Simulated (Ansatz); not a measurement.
The compound is KNaF₂ (space group R-3m, No. 166), taken as the input geometry of an electronic-structure calculation (not necessarily at equilibrium); the starting structure was generated, so it need not be a known form of this composition.

```cif
data_structure
_symmetry_space_group_name_H-M 'R-3m:H'
_symmetry_Int_Tables_number 166
_cell_length_a 3.4783
_cell_length_b 3.4783
_cell_length_c 17.4465
_cell_angle_alpha 90.000
_cell_angle_beta 90.000
_cell_angle_gamma 120.000
_cell_volume 182.80
loop_
_atom_site_label
_atom_site_type_symbol
_atom_site_symmetry_multiplicity
_atom_site_Wyckoff_symbol
_atom_site_fract_x
_atom_site_fract_y
_atom_site_fract_z
_atom_site_occupancy
Na1 Na 3 a 0.00000 0.00000 0.00000 1
K1 K 3 b 0.33333 0.66667 0.16667 1
F1 F 6 c 0.00000 0.00000 0.26110 1
```

Describe how the polyhedra about K are linked (bonds: F–K below 2.9 Å).

K: KF6 octahedron, sharing edges with six neighbours.

They form layers of edge-sharing octahedra parallel to (001). Their corner atoms also have Na as close neighbours (those links are not drawn).

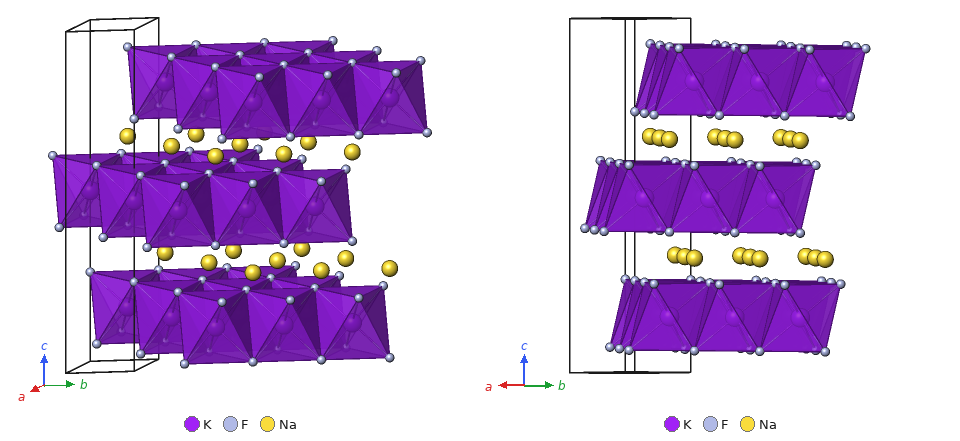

Polyhedra are drawn about K (bonds: F–K below 2.9 Å); other atoms are plain spheres. Two views of the same piece.
